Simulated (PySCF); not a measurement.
**AlO (doublet): density, localisation and related maps**

| atom | x (Å) | y (Å) | z (Å) |
| --- | --- | --- | --- |
| Al | 0.0000 | 0.0000 | -0.6048 |
| O | 0.0000 | 0.0000 | 1.0202 |

Theory: PBE0/def2-TZVP, non-relativistic Hamiltonian with scalar-relativistic core potentials where named, at a bond length of 1.625 Å (PySCF).

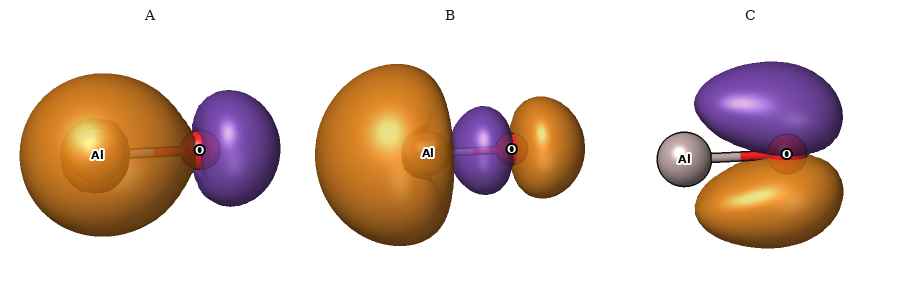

Figure 1. Three frontier β-spin orbitals, each drawn at the value that holds 80 % of its norm (orange and purple are the two phases), in no order; of a degenerate pair one member is drawn.

### Label each orbital by symmetry, say whether it is occupied, and order them by energy.

Orbital A: σ, occupied in this spin, −8.82 eV; shared between the atoms (Al 50 %, O 50 %).
Orbital C: π, occupied in this spin, −7.88 eV; mainly on O (80 %).
Orbital B: σ, empty in this spin, −4.32 eV; shared between the atoms (Al 65 %, O 35 %).

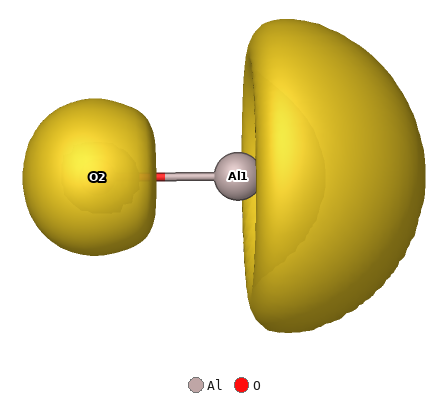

Figure 2. Isosurface of the ELF at 0.75 (yellow), seen from one side. Core shells and regions of very low density are left out.

### Describe the localisation domains.

The surface consists of one lobe on Al, pointing away from the bonds (non-bonding electrons) and one region wrapped around O (its valence shell). Profiles from the grid: Al–O (1.62 Å): the ELF peaks at about 0.80 in the valence shell of O, 0.6 Å from its nucleus, and is about 0.35 at the midpoint.

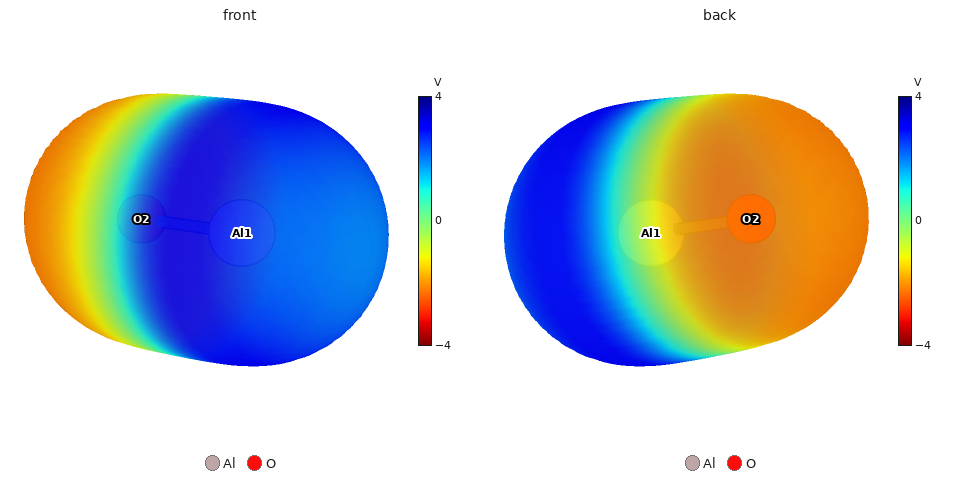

Figure 3. The molecular electrostatic potential painted on the density surface at 0.004 e/bohr³, seen from the front and from behind; the colour scale runs from red (negative) to blue (positive).

### Where is the surface potential most negative and most positive?

The most negative region (about −2.2 V) lies over O2, the most positive (about +3.1 V) over Al1. O2 is the likeliest acceptor of a hydrogen bond.
